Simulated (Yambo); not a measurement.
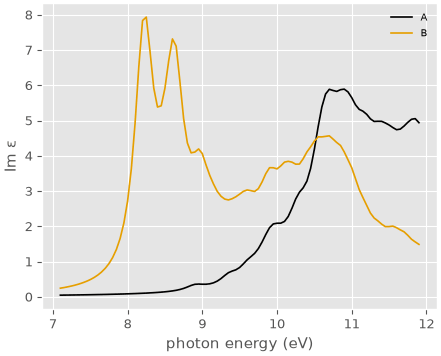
*Two computed absorption spectra of SrClF (space group P4/nmm, No. 129) (Yambo, LDA bands with the same scissor, field along x)*

Axes are Cartesian, with cell vectors (Å) (4.13, 0.00, 0.00), (0.00, 4.13, 0.00), (0.00, 0.00, 6.98).

Q: Which curve includes the electron-hole attraction (BSE)?

A: Curve B: the attraction moves weight to lower energy (centre of the plotted range 9.6 eV against 10.8 eV). Settings: 6×6×4 mesh, 12 valence and 8 conduction bands, static screening with 67 bands and a 3 Ry block, scissor 3.15 eV, Tamm-Dancoff. The scissor comes from a G0W0 run whose convergence isn't established. Broadening 0.15 eV. The band window holds all transitions up to 11.9 eV. On this mesh the peak heights and the fine structure are mesh artefacts; only the shift of weight is robust.

Geometry of the Materials Project entry, not relaxed at this level; primitive cell a = 4.1296 Å, b = 4.1296 Å, c = 6.9766 Å, α = 90.00°, β = 90.00°, γ = 90.00°.
